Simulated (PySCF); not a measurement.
# HS− (hydrosulfide) at NEVPT2(6,6)/def2-TZVP

What is the vertical singlet–triplet gap of HS− (hydrosulfide) at NEVPT2(6,6)/def2-TZVP? 

Program for the calculation: PySCF 2.14.0.

2 further runs of the same task are left out: 2 set aside as unsound or not needed.

## (1) The structure to begin with

HS− has 2 atoms, charge -1, and is taken as a singlet. As SMILES, `[SH-]`. Geometry: relaxed at PBE0-D4/def2-TZVPD.

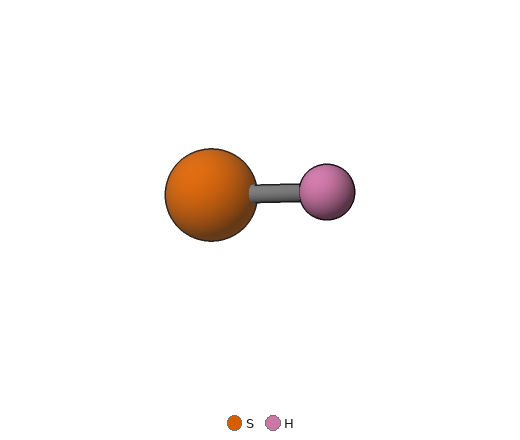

The structure, seen from a chosen angle (sulfur orange, hydrogen pink).

## (2) A single-point energy at NEVPT2(6,6)/def2-TZVP

job.py

```python
import numpy
from pyscf import gto, scf, mp, mcscf, mrpt

mol = gto.M(
    atom='''
S      1.086026    -0.355080     0.558414
H     -1.086026     0.355080    -0.558414
''',
    basis='def2-tzvp',
    charge=-1,
    unit='bohr',
    max_memory=1860,
    verbose=3,
)

myscf = mol.RHF()
myscf.conv_tol = 1e-10
myscf.kernel()
if not myscf.converged:
    myscf = myscf.newton().run(myscf.mo_coeff, myscf.mo_occ)

pt = mp.MP2(scf.addons.convert_to_uhf(myscf)).run()
noons, natorbs = mcscf.addons.make_natural_orbitals(pt)
print('natural occupations', numpy.round(noons[:40], 4))
cas = mcscf.CASSCF(myscf, 6, 6)
cas.fix_spin_(ss=0.0)
cas.natorb = True
cas.kernel(natorbs)
e_pt2 = mrpt.NEVPT(cas).kernel()
etot = cas.e_tot + e_pt2
print('Final energy', etot)
```

Command:

```sh
$ OMP_NUM_THREADS=1 python job.py
```

The program printed:

```text
converged SCF energy = -398.127765567741
E(UMP2) = -398.41234690868  E_corr = -0.284581340938905
E(SCS-UMP2) = -398.406529262753  E_corr = -0.27876369501224
natural occupations [2.0000e+00 1.9992e+00 1.9979e+00 1.9979e+00 1.9977e+00 1.9782e+00
 1.9553e+00 1.9517e+00 1.9517e+00 2.8500e-02 1.8100e-02 1.8100e-02
 1.7900e-02 1.7900e-02 1.3500e-02 1.3500e-02 1.1400e-02 8.3000e-03
 2.8000e-03 1.8000e-03 1.7000e-03 1.7000e-03 1.6000e-03 1.6000e-03
 1.1000e-03 1.1000e-03 1.1000e-03 1.1000e-03 1.0000e-03 9.0000e-04
 9.0000e-04 8.0000e-04 8.0000e-04 6.0000e-04 5.0000e-04 4.0000e-04
 4.0000e-04 4.0000e-04 3.0000e-04 3.0000e-04]
CASSCF energy = -398.174903116737
CASCI E = -398.174903116737  E(CI) = -6.55989765558803  S^2 = 0.0000000
Sr    (-1)',   E = -0.03076217630201
Si    (+1)',   E = -0.00040375070842
Sijrs (0)  ,   E = -0.08638769366554
Sijr  (+1) ,   E = -0.00412225674384
Srsi  (-1) ,   E = -0.04246682209157
Srs   (-2) ,   E = -0.04637204412903
Sij   (+2) ,   E = -0.00100469494850
Sir   (0)' ,   E = -0.02466666246343
Nevpt2 Energy = -0.236186101052344
Final energy -398.41108921778897
```

Run time: 2.5 s. Hardware: 1 thread of Arm Neoverse V1, shared host; peak memory 0.13 GiB.

## (3) The triplet at the same level

job.py: that of step 2 with these lines changed.

```diff
@@ -5,13 +5,13 @@
     atom='''
-S      1.086026    -0.355080     0.558414
-H     -1.086026     0.355080    -0.558414
+S    0.574700  -0.187900   0.295500
+H   -0.574700   0.187900  -0.295500
 ''',
+    verbose=4,
+    max_memory=1860,
+    spin=2,
+    charge=-1,
     basis='def2-tzvp',
-    charge=-1,
-    unit='bohr',
-    max_memory=1860,
-    verbose=3,
 )
 
-myscf = mol.RHF()
+myscf = scf.ROHF(mol)
 myscf.conv_tol = 1e-10
@@ -25,3 +25,3 @@
 cas = mcscf.CASSCF(myscf, 6, 6)
-cas.fix_spin_(ss=0.0)
+cas.fix_spin_(ss=2.0)
 cas.natorb = True
```

Command:

```sh
$ OMP_NUM_THREADS=1 python job.py
```

The program printed:

```text
PySCF version 2.14.0

[INPUT] num. atoms = 2
[INPUT] num. electrons = 18
[INPUT] charge = -1
[INPUT] spin (= nelec alpha-beta = 2S) = 2
[INPUT] symmetry False subgroup None
[INPUT] Mole.unit = angstrom
[INPUT] Symbol           X                Y                Z      unit          X                Y                Z       unit  Magmom
[INPUT]  1 S      0.574700000000  -0.187900000000   0.295500000000 AA    1.086025603788  -0.355079538806   0.558414069809 Bohr   0.0
[INPUT]  2 H     -0.574700000000   0.187900000000  -0.295500000000 AA   -1.086025603788   0.355079538806  -0.558414069809 Bohr   0.0

nuclear repulsion = 6.29052254661568
number of shells = 17
number of NR pGTOs = 71
number of NR cGTOs = 43
basis = def2-tzvp
ecp = {}

[... 39 lines left out ...]
converged SCF energy = -397.970208062055
[... 37 lines left out ...]
sorting_mo_energy = False
[... 26 lines left out ...]
1-step CASSCF converged in   6 macro ( 79 JK  18 micro) steps
[... 2 lines left out ...]
Natural orbital (expansion on meta-Lowdin AOs) in CAS space
[... 58 lines left out ...]
CASSCF energy = -397.998293734772
[... 6 lines left out ...]
Natural orbital (expansion on meta-Lowdin AOs) in CAS space
[... 28 lines left out ...]
0 S 3dyz         0.30175
0 S 3dz^2       -0.62762
0 S 3dxz        -0.49509
0 S 3dx2-y2      0.45308
0 S 4dxy         0.00025
0 S 4dyz         0.01399
0 S 4dz^2       -0.02909
0 S 4dxz        -0.02295
0 S 4dx2-y2      0.02100
0 S 4f-3         0.00354
0 S 4f-2        -0.00950
0 S 4f-1        -0.00657
0 S 4f+0        -0.00108
0 S 4f+1         0.02371
0 S 4f+2         0.00239
0 S 4f+3        -0.01053
1 H 1s           0.00000
1 H 2s          -0.00000
1 H 3s           0.00000
1 H 2px         -0.11605
1 H 2py         -0.03949
1 H 2pz          0.20059
<CAS-nat-orb|mo-hf>  7      7        0.99881433
<CAS-nat-orb|mo-hf>  8      8        0.99955290
<CAS-nat-orb|mo-hf>  9      10      -0.99983024
<CAS-nat-orb|mo-hf>  10     9       -0.99999671
<CAS-nat-orb|mo-hf>  11     11       0.66167607
<CAS-nat-orb|mo-hf>  11     14      -0.40654181
<CAS-nat-orb|mo-hf>  11     17      -0.50219120
<CAS-nat-orb|mo-hf>  12     16      -0.98381784
Sr    (-1)',   E = -0.02534279522102
Si    (+1)',   E = -0.00057194385117
Sijrs (0)  ,   E = -0.08486848026444
Sijr  (+1) ,   E = -0.00629560682166
Srsi  (-1) ,   E = -0.03871504277766
Srs   (-2) ,   E = -0.04666685520394
Sij   (+2) ,   E = -0.00083429639496
Sir   (0)' ,   E = -0.03557851103085
Nevpt2 Energy = -0.238873531565693
Final energy -398.2371672663378
```

Wall time 2.1 s (1 thread of Arm Neoverse V1, shared host); peak memory 0.13 GiB.

## (4) Outcome

Level: NEVPT2(6,6)/def2-TZVP.

| quantity | value |
| --- | --- |
| singlet: total energy | -398.41109 Eh |
| singlet: HOMO energy (Hartree–Fock orbitals) | -2.07 eV |
| singlet: LUMO energy (Hartree–Fock orbitals) | 10.11 eV |
| singlet: HOMO–LUMO gap (to an unbound level, set by the basis) | 12.18 eV |
| triplet: total energy | -398.23717 Eh |
| vertical energy of the triplet above the singlet | 4.733 eV |

At this shape the triplet lies 4.73 eV (457 kJ/mol) above the singlet. For an anion a state so high probably lies above electron detachment. The HOMO (triplet) lies at positive energy, 7.25 eV: the electron is unbound at this level or held by a compact basis; values depend on the basis.
